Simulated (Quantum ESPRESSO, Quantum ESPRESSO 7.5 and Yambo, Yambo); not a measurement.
## KCl (Sylvite): a self-consistent loop beyond G0W0, cycle by cycle

How far does self-consistency move the gap of KCl (Sylvite)?

Method: PBE and many-body steps on it, plane waves, in Quantum ESPRESSO 7.5 and Yambo 5.3.0.

### Step 1. Set-up

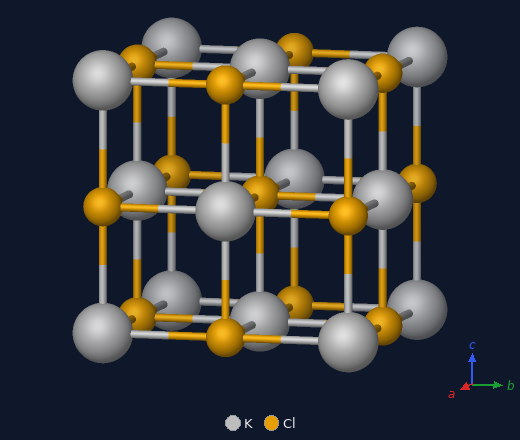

The cell as given, slightly off an axis (potassium light grey, chlorine orange). This picture shows the conventional cell, with its axes. Some periodic images of atoms are drawn too.

The cell and positions come from the Crystallography Open Database and are kept as given unless a step says otherwise.

### Step 2. Empty states on the mesh, 4×4×4 mesh, 99 bands

This step: Quantum ESPRESSO 7.5; DFT, PBE, plane waves, norm-conserving pseudopotentials.

The sums over transitions need many empty states on a uniform mesh; this step solves for them.

Contents of pw.in:

```
&control
  calculation = 'nscf'
  prefix = 'x'
  outdir = 'o'
  pseudo_dir = 'pseudo'
/
&system
  ibrav = 0
  nat = 2
  ntyp = 2
  ecutwfc = 66.0
  nbnd = 99
  force_symmorphic = .true.
/
&electrons
  conv_thr = 1e-9
  electron_maxstep = 80
  diago_full_acc = .true.
  diago_thr_init = 5e-6
/
ATOMIC_SPECIES
  K 39.098 K.upf
  Cl 35.45 Cl.upf
CELL_PARAMETERS angstrom
  -0.0000000000 3.1464700000 3.1464700000
  3.1464700000 0.0000000000 3.1464700000
  3.1464700000 3.1464700000 -0.0000000000
ATOMIC_POSITIONS crystal
  K 0.0000000000 0.0000000000 0.0000000000
  Cl 0.5000000000 0.5000000000 0.5000000000
K_POINTS automatic
  4 4 4 0 0 0
```

Run with:

```console
OMP_NUM_THREADS=1 mpirun -n 4 pw.x -nk 4 -in pw.in > pw.out
```

Output:

```text
Program PWSCF v.7.5 starts

     This program is part of the open-source Quantum ESPRESSO suite
     for quantum simulation of materials; please cite
         "P. Giannozzi et al., J. Phys.:Condens. Matter 21 395502 (2009);
         "P. Giannozzi et al., J. Phys.:Condens. Matter 29 465901 (2017);
         "P. Giannozzi et al., J. Chem. Phys. 152 154105 (2020);
     in publications or presentations arising from this work. More details at

     Atomic positions and unit cell read from directory:
     o/x.save/

     Message from routine setup:
[...]
71.5309  71.5309  72.8233

          k =-0.3536-0.3536 0.3536 (  3798 PWs)   bands (ev):

[...]
61.0528  61.4842  62.4669  62.4669  62.6585  62.6585  64.0585  64.0585
    64.0831  64.0831  65.1771  66.5314  67.2385  67.5687  70.4647  71.0534
    71.0534  71.0958  71.9607

          k = 0.3536 0.0000 0.0000 (  3831 PWs)   bands (ev):

     [... further k-points ...]

     highest occupied, lowest unoccupied level (ev):     0.9045    6.0941

     XML data file, pseudopotentials, collected wavefunctions

=------------------------------------------------------------------------------=
   JOB DONE.
=------------------------------------------------------------------------------=
```

Elapsed: 7 s, on 4 MPI ranks of Arm Neoverse V1, shared host; peak memory 0.33 GiB; 28 s of CPU time.

Numbers from this step:

* gap: 5.190 eV
* k of the valence top: 0, 0, 0
* k of the conduction bottom: 0, 0, 0
* least direct gap: 5.190 eV
* k points computed: 8
* lowest point of the top converged band, above the valence top: 69.7610 eV

On this mesh the gap is 5.190 eV.

The density comes from a self-consistent run that is not shown.

### Step 3. Conversion and set-up

This step: Yambo 5.3.0; conversion and set-up on PBE, plane waves, norm-conserving pseudopotentials.

The states are converted to the many-body program's format and the q mesh is built.

Run with:

```console
(cd o/x.save; p2y > p2y.log; mv SAVE ../..); yambo > setup.log
```

Output:

```text
 Yambo, version 5.3.0

 [02] CORE Variables Setup
 =========================

  [02.01] Unit cells
  ==================

  Cell kind             :  FCC
  Atoms in the cell     :  K  Cl
  number of K  atoms    :  1
  number of Cl atoms    :  1

  List of atomic masses
  Mass of K     :  39.09800
  Mass of Cl    :  35.45000

  List of atomic coordinates    : [cc]
  K1       :  0.000000  0.000000  0.000000  order 1
  Cl1       :  5.945967  5.945967  5.945967  order 2

  Alat factors          :  5.945967  5.945967  5.945967 [a.u.]
  Direct lattice volume :  420.4336 [a.u.]
[...]
==========================================

 IBZ Q-points                                      :   8
 BZ  Q-points                                      :   64

 K/Q-points units:
 rlu = crystal or reduced units; cc = cartesian coordinates; iku = interal k-units

 Q [1]          [rlu]:  0.000000  0.000000  0.000000
 Q [2]          [rlu]: -0.15791E-17 -0.15791E-17  0.25000
 Q [3]          [rlu]:  0.17883E-18  0.17883E-18 -0.50000
[...]
Q [7]          [rlu]:  0.10257E-16 -0.50000     -0.50000
 Q [8]          [rlu]:  0.250000 -0.500000 -0.250000

  [03.01] X indexes
  =================

   [03.01.01] Sigma indexes
   ========================

 [06] Game Over & Game summary
```

Run time: 2.6 s. Hardware: 1 MPI rank; peak memory 0.25 GiB.

### Step 4. G0W0

G0W0 replaces the xc potential by the self-energy, built once from these orbitals. Only a window of levels is corrected, while the sums run over the empty bands that the input names.

This step: G0W0 on PBE, plane waves, norm-conserving pseudopotentials.

Contents of gw1.in:

```
HF_and_locXC
gw0
dyson
ppa
em1d
rim_cut
RandQpts= 1000000
RandGvec= 1 RL
EXXRLvcs= 66 Ry
VXCRLvcs= 264 Ry
Chimod= "HARTREE"
% BndsRnXp
 1 | 99 |
%
NGsBlkXp= 9 Ry
% LongDrXp
 1 | 1 | 1 |
%
% GbndRnge
 1 | 99 |
%
DysSolver= "n"
ExtendOut
PPAPntXp= 27.21138 eV
% QPkrange
 1 | 1 | 7 | 10 |
%
```

Run with:

```console
OMP_NUM_THREADS=1 mpirun -n 4 yambo -F gw1.in -J gw1 -C gw1 > gw1.log
```

Output:

```text
 Yambo, version 5.3.0

 [02] CORE Variables Setup
 =========================

  [... cell, symmetries and grids as in the set-up ...]

  [02.05] Energies & Occupations
  ==============================

  [X] === General ===
  [X] Electronic Temperature                        :  0.000000  0.000000 [eV K]
  [X] Bosonic    Temperature                        :  0.000000  0.000000 [eV K]
  [X] Finite Temperature mode                       : no
  [X] El. density                                   :  0.25681E+24 [cm-3]
  [X] Fermi Level                                   :  0.904510 [eV]

  [X] === Gaps and Widths ===
  [X] Conduction Band Min                           :  5.189547 [eV]
  [X] Valence Band Max                              :  0.000000 [eV]
  [X] Filled Bands                                  :   8
  [X] Empty Bands                                   :    9   99
  [X] Direct Gap                                    :  5.189547 [eV]
  [X] Direct Gap localized at k                     :  1
  [X] Indirect Gap                                  :  5.189547 [eV]
  [X] Indirect Gap between kpts                     :  1  1
  [X] Last valence band width                       :  0.471834 [eV]
  [X] 1st conduction band width                     :  2.840959 [eV]

 [03] Transferred momenta grid and indexing
 ==========================================

 IBZ Q-points                                      :   8
 BZ  Q-points                                      :   64

 K/Q-points units:
 rlu = crystal or reduced units; cc = cartesian coordinates; iku = interal k-units

 Q [1]          [rlu]:  0.000000  0.000000  0.000000
 Q [2]          [rlu]: -0.15791E-17 -0.15791E-17  0.25000
 Q [3]          [rlu]:  0.17883E-18  0.17883E-18 -0.50000
 Q [4]          [rlu]: -0.51284E-17  0.25000      0.25000
 Q [5]          [rlu]:  0.14002E-17  0.25000      0.50000
 Q [6]          [rlu]:  0.17883E-18  0.25000     -0.25000
 Q [7]          [rlu]:  0.10257E-16 -0.50000     -0.50000
 Q [8]          [rlu]:  0.250000 -0.500000 -0.250000

 [04] Coloumb potential Random Integration (RIM)
 ===============================================

  [04.01] RIM initialization
  ==========================

  * Diagonal components only detected *

  8 x (sBL volume)        :  0.073748 [a.u.]
  sBZ random points       :  1000000
  Points outside the sBZ  :   7999624
  RL volume               :  0.589987 [a.u.]
  Integrated volume       :  0.590014 [a.u.]

  [04.02] RIM integrals
  =====================

  Gamma point sphere radius             :  0.076068 [a.u.]
  Points outside the sphere             :   799635
  [Int_sBZ(q=0) 1/q^2]*(Vol_sBZ)^(-1/3) =:  7.763403
                                 should be <:  7.795600

  Summary of Coulomb integrals for non-metallic bands |Q|[au] RIM/Bare

  Q [1] 0.100000E-4 0.995870 * Q [2] 0.228785 1.064252
  Q [4] 0.264178 1.063621 * Q [6] 0.373605 1.026387
  Q [5] 0.438090 1.018937 * Q [3] 0.457571 1.016899
  Q [7] 0.528357 1.013120 * Q [8] 0.590721 1.010043

 [05] Dipoles
 ============

  [05.01] Setup: observables and procedures
  =========================================

 [06] Dynamic Dielectric Matrix (PPA)
 ====================================

 [WR./gw1//ndb.pp]---------------------------------------------------------------
  Brillouin Zone Q/K grids (IBZ/BZ)                :    8   64    8   64
  RL vectors                                       :   4645 [WF]
  Coulomb cutoff potential                         : none
  Electronic Temperature                           :  0.000000 [K]
  Bosonic    Temperature                           :  0.000000 [K]
  PPA    diel. fun.  energies                      : Perdew, Burke & Ernzerhof(X)+Perdew, Burke & Ernzerhof(C)
  wavefunctions                                    : Perdew, Burke & Ernzerhof(X)+Perdew, Burke & Ernzerhof(C)
  Global Gauge                                     : length
  X matrix size                                    :  229
  X band range                                     :    1   99
  X e/h energy range                               : -1.000000 -1.000000 [eV]
  X Time ordering                                  : R
  X Hxc Kernel                                     : HARTREE
  X Drude frequency                                :  0.000000  0.000000
  X poles                                          :  100.0000 [o/o]
  RL vectors in the sum                            :   4645
  [r,Vnl] included                                 : yes
  Field direction                                  :  0.577350E-5  0.577350E-5  0.577350E-5
  BZ energy Double Grid                            : no
  BZ energy DbGd points                            : 0
  BZ Q point size factor                           : -1.000000
  X Optical Averaged directions                    : none

 [07] Local Exchange-Correlation + Non-Local Fock
 ================================================

 [VXC] Plane waves :  30467
 [EXS] Plane waves :   3943

 QP @ state[ 1 ] K range:  1  1
 QP @ state[ 1 ] b range:   7  10

 [xc] Functional : Perdew, Burke & Ernzerhof(X)+Perdew, Burke & Ernzerhof(C)
 [xc] LIBXC used to calculate xc functional
  PP Number of Atomic Species                      :  2
  NLCC RL compoments                               :  30467
  PP Number of Atomic Species                      :  2
  NLCC RL compoments                               :  30467

 [xc] E_xc :  -7.315494 [Ha]
      E_xc :  -14.63099 [Ry]

  Local XC kind (lXC) : Perdew, Burke & Ernzerhof(X)+Perdew, Burke & Ernzerhof(C)
  Non-Local XC kind (nlXC) : Hartree-Fock

  Corrections @ K [1] :  [eV]
 <7|nlXC|7> = -18.61779  0.47194E-17 <7|lXC|7> = -14.14755  0.18882E-15
 <8|nlXC|8> = -18.61773  0.81952E-17 <8|lXC|8> = -14.14755 -0.18882E-15
 <9|nlXC|9> = -3.270663 -0.10627E-17 <9|lXC|9> = -6.954806 -0.18882E-15
 <10|nlXC|10> = -4.064433  0.20081E-18 <10|lXC|10> = -8.956466 -0.94408E-16

 [08] Dyson equation: Newton solver
 ==================================

  [08.01] G0W0 (W PPA)
  ====================

  [  GW  ] Bands range     :    1   99
  [GW/PPA] G damping       :  0.100000 [eV]

  QP @ state[ 1 ] K range:  1  1
  QP @ state[ 1 ] b range:   7  10

   Sc/G bands                                       :    1   99
   Sc/G damping                                     :  0.100000 ev
   Sc bands terminator                              : no
   Sx RL components                                 :   3943

   QP @ state[ 1 ] K range                          :  1  1
   QP @ state[ 1 ] b range                          :   7  10
   GF energies kind                                 : Perdew, Burke & Ernzerhof(X)+Perdew, Burke & Ernzerhof(C)
   GF WF`s kind                                     : Perdew, Burke & Ernzerhof(X)+Perdew, Burke & Ernzerhof(C)
   Xs energies kind                                 : Perdew, Burke & Ernzerhof(X)+Perdew, Burke & Ernzerhof(C)
   Xs WF`s kind                                     : Perdew, Burke & Ernzerhof(X)+Perdew, Burke & Ernzerhof(C)

 [11] Game Over & Game summary
```

The job ended after 41 s (4 MPI ranks; peak memory 1.5 GiB; 2.7 min of CPU time).

Numbers from this step:

| Property | Result |
| --- | --- |
| G0W0 gap on the points computed | 7.996 eV |
| starting gap on the mesh | 5.190 eV |
| k of the valence top | 0, 0, 0 |
| k of the conduction bottom | 0, 0, 0 |
| least direct G0W0 gap on the computed points | 7.996 eV |
| Z at the valence top | 0.8182 |
| Z at the conduction bottom | 0.8798 |

The gap on the mesh goes from 5.19 eV to 8.00 eV, a correction of +2.81 eV.

### Step 5. evGW0, cycle 1

This step: evGW0 on PBE, plane waves, norm-conserving pseudopotentials.

gw3.in, as its differences from gw1.in of step 4:

```diff
@@ -25,3 +25,4 @@
 % QPkrange
- 1 | 1 | 7 | 10 |
+ 1 | 8 | 3 | 12 |
 %
+GfnQPdb= "E < ./gw2/ndb.QP"
```

Run with:

```console
OMP_NUM_THREADS=1 mpirun -n 4 yambo -F gw3.in -J gw3,gw1_W -C gw3 > gw3.log
```

Output:

```text
 Yambo, version 5.3.0

 [02] CORE Variables Setup
 =========================

  [... cell, symmetries and grids as in the set-up ...]

  [02.05] Energies & Occupations
  ==============================

  [X] === General ===
  [X] Electronic Temperature                        :  0.000000  0.000000 [eV K]
  [X] Bosonic    Temperature                        :  0.000000  0.000000 [eV K]
  [X] Finite Temperature mode                       : no
  [X] El. density                                   :  0.25681E+24 [cm-3]
  [X] Fermi Level                                   :  0.904510 [eV]

  [X] === Gaps and Widths ===
  [X] Conduction Band Min                           :  5.189547 [eV]
  [X] Valence Band Max                              :  0.000000 [eV]
  [X] Filled Bands                                  :   8
  [X] Empty Bands                                   :    9   99
  [X] Direct Gap                                    :  5.189547 [eV]
  [X] Direct Gap localized at k                     :  1
  [X] Indirect Gap                                  :  5.189547 [eV]
  [X] Indirect Gap between kpts                     :  1  1
  [X] Last valence band width                       :  0.471834 [eV]
  [X] 1st conduction band width                     :  2.840959 [eV]

 [03] Transferred momenta grid and indexing
 ==========================================

 IBZ Q-points                                      :   8
 BZ  Q-points                                      :   64

 K/Q-points units:
 rlu = crystal or reduced units; cc = cartesian coordinates; iku = interal k-units

 Q [1]          [rlu]:  0.000000  0.000000  0.000000
 Q [2]          [rlu]: -0.15791E-17 -0.15791E-17  0.25000
 Q [3]          [rlu]:  0.17883E-18  0.17883E-18 -0.50000
[...]
[G+QP] Direct Gap localized at k                  :  1
  [G+QP] Indirect Gap                               :  7.996319 [eV]
  [G+QP] Indirect Gap between kpts                  :  1  1
  [G+QP] Last valence band width                    :  0.580914 [eV]
  [G+QP] 1st conduction band width                  :  3.388409 [eV]

  [coarse-grid] Minimum Bare Gap        [ev]:  5.189547
  [coarse-grid] Minimum Gap Correction  [ev]:  2.806772

  Eqp @ K [1]
   -30.4731     -13.5929     -12.2409     -12.2380     -12.2358    -0.634024E-4   0.00000    -0.329470E-3
    7.99599  12.17166  12.17140  12.17079  13.04250  13.04250  17.94504  21.89875
  Eqp @ K [2]
  -30.46718 -13.70369 -11.98901 -11.98684 -14.06201  -0.68413  -0.19017  -0.19034
[...]
Eqp @ K [3]
[...]
Eqp @ K [4]
[...]
Eqp @ K [5]
[...]
[... 2 further k-points ...]
  Eqp @ K [8]
  -30.45768 -13.58899 -11.60851 -11.60941 -11.61135  -0.56978  -0.58094  -0.58124
   11.38440  11.38425  12.95384  14.04775  16.19984  16.25101  16.64999  17.62085

 [07] Dipoles
 ============

  [07.01] Setup: observables and procedures
  =========================================

 [08] Dynamic Dielectric Matrix (PPA)
 ====================================

   Sc/G bands                                       :    1   99
   Sc/G damping                                     :  0.100000 ev
   Sc bands terminator                              : no
   Sx RL components                                 :   3943

   QP @ state[ 1 ] K range                          :   1   8
   QP @ state[ 1 ] b range                          :   3  12
   GF energies kind                                 : Perdew, Burke & Ernzerhof(X)+Perdew, Burke & Ernzerhof(C)+ E < ./gw2/ndb.QP + @E Fit
   GF WF`s kind                                     : Perdew, Burke & Ernzerhof(X)+Perdew, Burke & Ernzerhof(C)
   Xs energies kind                                 : Perdew, Burke & Ernzerhof(X)+Perdew, Burke & Ernzerhof(C)
   Xs WF`s kind                                     : Perdew, Burke & Ernzerhof(X)+Perdew, Burke & Ernzerhof(C)

 [13] Game Over & Game summary
```

The job ended after 4.6 min (4 MPI ranks; peak memory 1.6 GiB; 18 min of CPU time).

Numbers from this step:

| Item | Value |
| --- | --- |
| quasiparticle gap on the mesh | 8.209 eV |
| gap of the density functional on the mesh | 5.190 eV |
| k of the valence top | 0, 0, 0 |
| k of the conduction bottom | 0, 0, 0 |
| least direct quasiparticle gap on the computed points | 8.209 eV |
| Z at the valence top | 0.8269 |
| Z at the conduction bottom | 0.9029 |

Against G0W0 in Yambo (4×4×4 mesh, 99 bands, screening to 122.5 eV, Godby-Needs plasmon pole), the gap moves by +0.213 eV.

The program's own table gives 8.482 eV, which is too large where the input levels are shifted: this version takes Σc at the unshifted level E₀, yet steps from the shifted one. The value above is the Newton step from E₀, E₀ + Z(Σc + Σx − Vxc), rebuilt from the printed columns.

### Step 6. evGW0, cycle 2

The corrected levels of the last cycle go back in.

gw4.in, as its differences from gw3.in of step 5:

```diff
@@ -27,2 +27,2 @@
 %
-GfnQPdb= "E < ./gw2/ndb.QP"
+GfnQPdb= "E < ./gw3_fix/ndb.QP"
```

Run with:

```console
OMP_NUM_THREADS=1 mpirun -n 4 yambo -F gw4.in -J gw4,gw1_W -C gw4 > gw4.log
```

Output:

```text
 Yambo, version 5.3.0

 [02] CORE Variables Setup
 =========================

  [... cell, symmetries and grids as in the set-up ...]

  [02.05] Energies & Occupations
  ==============================

  [X] === General ===
  [X] Electronic Temperature                        :  0.000000  0.000000 [eV K]
  [X] Bosonic    Temperature                        :  0.000000  0.000000 [eV K]
  [X] Finite Temperature mode                       : no
  [X] El. density                                   :  0.25681E+24 [cm-3]
[...]
Sx RL components                                 :   3943

   QP @ state[ 1 ] K range                          :   1   8
   QP @ state[ 1 ] b range                          :   3  12
   GF energies kind                                 : Perdew, Burke & Ernzerhof(X)+Perdew, Burke & Ernzerhof(C)+ E < ./gw2/ndb.QP + @E Fit+ E < ./gw3_fix/
   GF WF`s kind                                     : Perdew, Burke & Ernzerhof(X)+Perdew, Burke & Ernzerhof(C)
   Xs energies kind                                 : Perdew, Burke & Ernzerhof(X)+Perdew, Burke & Ernzerhof(C)
   Xs WF`s kind                                     : Perdew, Burke & Ernzerhof(X)+Perdew, Burke & Ernzerhof(C)

 [13] Game Over & Game summary
```

It took 4.6 min on 4 MPI ranks; peak memory 1.6 GiB; 18 min of CPU time.

This step gave:

| Property | Result |
| --- | --- |
| quasiparticle gap on the mesh | 8.227 eV |
| gap of the density functional on the mesh | 5.190 eV |
| k of the valence top | 0, 0, 0 |
| k of the conduction bottom | 0, 0, 0 |
| least direct quasiparticle gap on the computed points | 8.227 eV |

Against the cycle before, the gap moves by +0.017 eV.

The program's own table gives 8.514 eV, which is too large where the input levels are shifted: this version takes Σc at the unshifted level E₀, yet steps from the shifted one. The value above is the Newton step from E₀, E₀ + Z(Σc + Σx − Vxc), rebuilt from the printed columns.

(Part 1 of 2 ends here.)

[Paths, hosts, dates, memory and timing lines, banners, echoed tables and standing remarks are left out of the program output.]

[Logs are printed without paths, hosts, clocks, repeated set-up lines and the standing remarks that a program may print on its own settings, such as how far it seeks lower states.]

[Runs of the session that timed out or met a known fault of the program may be left out.]

[Hosts, paths, dates, database ids (printed as entryN), source tags and the programs' standing remarks are cut or masked in the printed files.]
